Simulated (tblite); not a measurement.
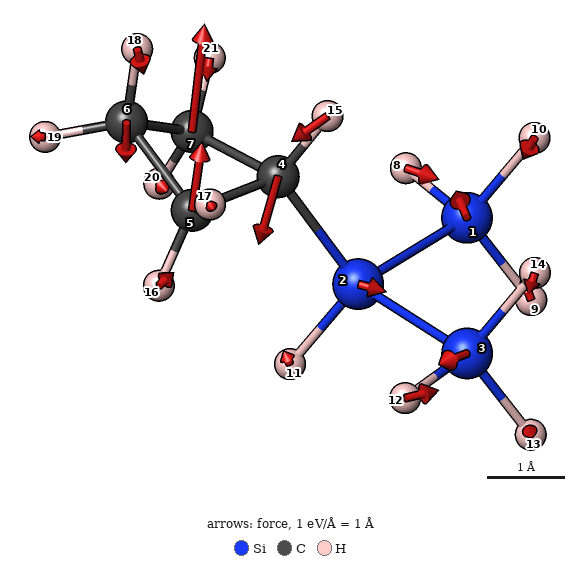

Starting geometry of C4H14Si3 with the computed forces as red arrows. Style: ball-and-stick. Shown from a free direction.

Theory: GFN2-xTB geometry optimisation, gas phase in tblite 0.8.0. 

Is this structure relaxed? If not, where do the atoms go?

Answer. It isn't relaxed: the largest force vector, on C7, is 1.54 eV/Å. The final displacements have little in common with the starting forces (cosine between the two patterns 0.18). After 75 geometry steps the energy has fallen by 0.278 eV. The atom that moves furthest after the best rigid fit is H19 (0.54 Å). Largest moves by element: H 0.54 Å, C 0.21 Å, Si 0.21 Å. Some distances before and after: Si1–Si2 2.301 → 2.323 Å, Si1–H10 1.488 → 1.466 Å, Si1–H9 1.482 → 1.465 Å, C6–C7 1.551 → 1.535 Å. Bond angles that change, for instance: Si1–Si2–Si3 104.1° → 117.7°, C4–Si2–H11 110.2° → 103.6°, Si2–Si3–H12 109.4° → 114.9°. Cost: 1.3 s on 1 thread of Arm Neoverse N1, with other jobs on the host.
